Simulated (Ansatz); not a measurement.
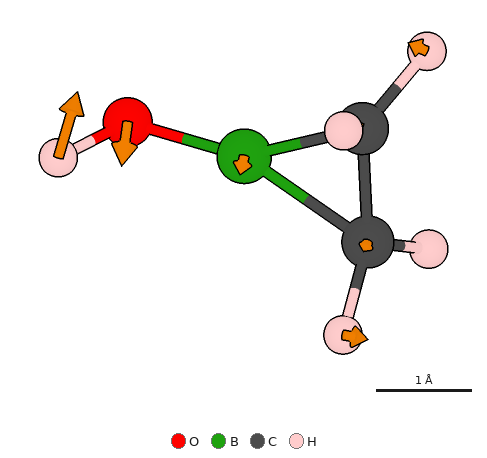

This is a relaxation of C2H5BO (coarse preliminary run). The starting structure is drawn; orange arrows show the displacements, at their true length. The two geometries are superimposed by the best rigid fit.

Style: ball-and-stick. Shown at a tilt.

The start comes from a force field.

The calculation used RKS PBE-D4/def2-SVP in Ansatz.

Input file:
```yaml
crystal:
  periodic: [false, false, false]
  atoms:
    - {symbol: O, position_ang: [-0.786700, 0.854200, -1.786300]}
    - {symbol: B, position_ang: [-0.251100, 0.239600, -0.635900]}
    - {symbol: C, position_ang: [0.887500, 0.033800, 0.441500]}
    - {symbol: C, position_ang: [-0.186300, -0.826200, 0.557700]}
    - {symbol: H, position_ang: [-1.353600, 1.645000, -1.438100]}
    - {symbol: H, position_ang: [1.831500, -0.423900, 0.031500]}
    - {symbol: H, position_ang: [1.007100, 0.860400, 1.198400]}
    - {symbol: H, position_ang: [-0.087000, -1.863600, 0.201800]}
    - {symbol: H, position_ang: [-0.972900, -0.565600, 1.412200]}
basis:
  gaussian: {orbitals: def2-SVP}
hamiltonian: {xc: pbe, dispersion: d4}
relax: {f_tol: 0.03, max_steps: 200}
```

Command:
```bash
ansatz run in.yaml --threads 2 --pin off --events-out ev --progress --plain --max-ram 4352MiB
```

### Atoms of which element are displaced furthest, and by how much?

Hydrogen: up to 0.75 Å, against 0.51 Å for oxygen.

### Describe the change and its energy.

The atom that moves furthest after the best rigid fit is H5 (0.75 Å). Largest moves by element: H 0.75 Å, O 0.51 Å, B 0.23 Å, C 0.16 Å. Some distances before and after: C3–C4 1.381 → 1.584 Å, C4–H9 1.190 → 1.105 Å, B2–C4 1.602 → 1.530 Å, O1–B2 1.410 → 1.350 Å. Bond angles that change, for instance: C3–B2–C4 51.4° → 62.2°, B2–C4–H9 111.3° → 121.0°, O1–B2–C4 156.0° → 147.0°. Groups turn about O1–B2 by about 90°. After 11 geometry steps the energy has fallen by 38.5 kcal/mol. The largest force component goes from 7 to 0.0078 eV/Å.
